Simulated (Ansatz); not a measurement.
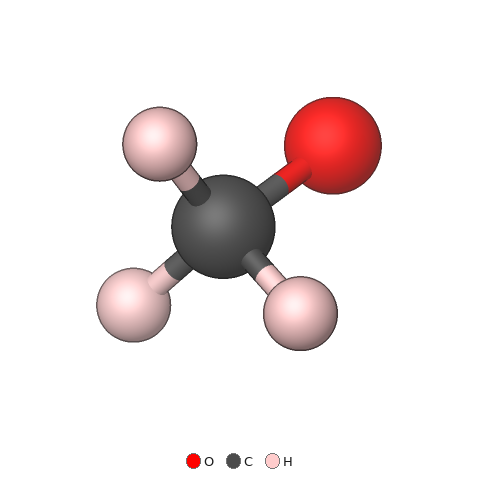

A ball-and-stick model of a molecule. Every bond is drawn as one stick, whatever its order.

Charge 0, doublet. The geometry was computed by an optimisation with PBE0-D4/def2-TZVP.

What is the molecular formula?

Answer. CH3O, 5 atoms: 1 carbon, 3 hydrogen and 1 oxygen.

Count the bonded pairs by element.

Answer. 3 C–H, 1 C–O. Sticks follow a distance rule.

The parts below concern this one geometry. Atoms keep their numbers from picture to picture.

### Electronic properties

Method: UKS PBE0-D4/def2-TZVP (Ansatz 0.2.0).

Estimate the dipole moment.

Answer. 2.02 D.

Give the harmonic zero-point energy at this level.

Answer. 95.5 kJ/mol.

What is the ⟨S²⟩ of the determinant?

Answer. 0.754.

### Vibrations

Harmonic vibrations computed with UKS PBE0-D4/def2-TZVP (Ansatz 0.2.0) at a stationary point of the same level.

How many vibrational modes are there, and where do they lie?

Answer. 9 modes: 693, 960, 1141, 1356, 1359, 1510, 2919, 2993, 3036 cm⁻¹.

### Thermal motion

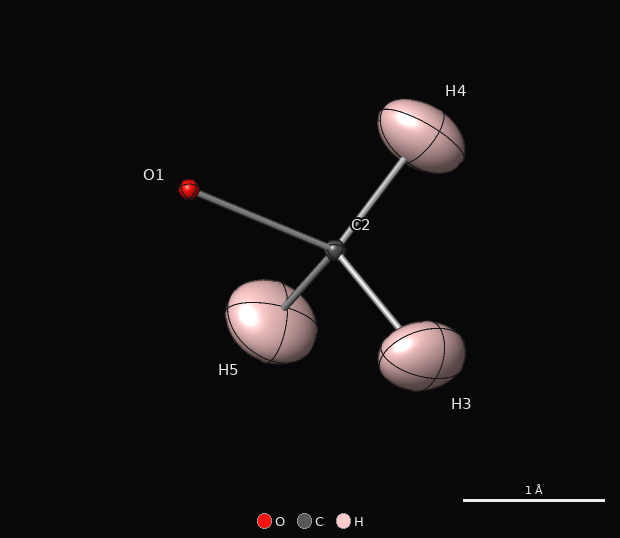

Displacement ellipsoids at the 50 % level, enlarged 2 times, from the internal vibrations of the free molecule (harmonic, no overall translation or rotation; no half-axis is drawn under 0.075 Å). Vibrations computed with UKS PBE0-D4/def2-TZVP (Ansatz 0.2.0). Temperature: 298 K.

Which atom has the largest mean-square displacement?

Answer. H5, with U_eq = 0.0099 Å².

Does H5 move more along its bond or across it?

Answer. Across it: the root-mean-square amplitude is 0.074 Å along the bond and up to 0.116 Å across, since bending and torsion are softer than stretching.

Give the displacement parameters, one line for each set of equivalent atoms. Atoms whose distances differ by more than 0.02 Å in this geometry are listed apart.

```json
{"atom": "O1", "U_eq (Å²)": "0.00020", "rms amplitudes (Å)": "0.007, 0.009, 0.021"}
{"atom": "C2", "U_eq (Å²)": "0.00054", "rms amplitudes (Å)": "0.019, 0.023, 0.027"}
{"atom": "H3, H4", "U_eq (Å²)": "0.0088", "rms amplitudes (Å)": "0.073, 0.090, 0.114"}
{"atom": "H5", "U_eq (Å²)": "0.0099", "rms amplitudes (Å)": "0.073, 0.103, 0.116"}
```

### Charges

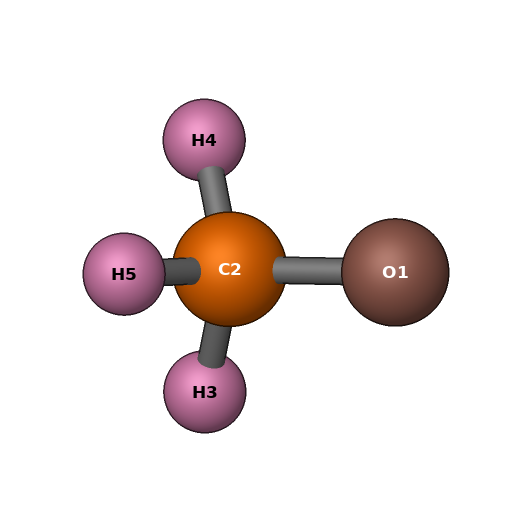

The questions are on Mulliken charges. Level of theory: UKS PBE0-D4/def2-TZVP (Ansatz 0.2.0).

Give the Mulliken charges atom by atom.

| atom | value (e) |
| --- | --- |
| O1 | −0.22 |
| C2 | −0.19 |
| H3 | 0.13 |
| H4 | 0.13 |
| H5 | 0.16 |

Mulliken values depend strongly on the basis set and can even reverse the polarity of a bond.
